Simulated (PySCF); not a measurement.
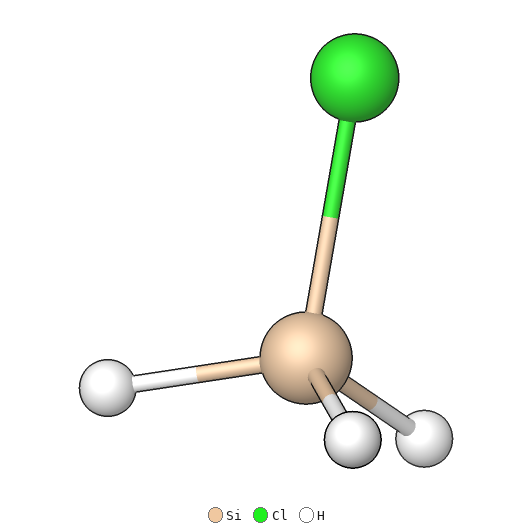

The computed structure is the end point of a PBE0-D4/def2-TZVP optimisation. No frequency run is at hand to confirm it as a minimum. Method: RHF-CCSD(T), frozen core/def2-TZVPP, density fitting (PySCF 2.14.0).

Predict the main results.

The species is ClH₃Si.
- T1 diagnostic: 0.009
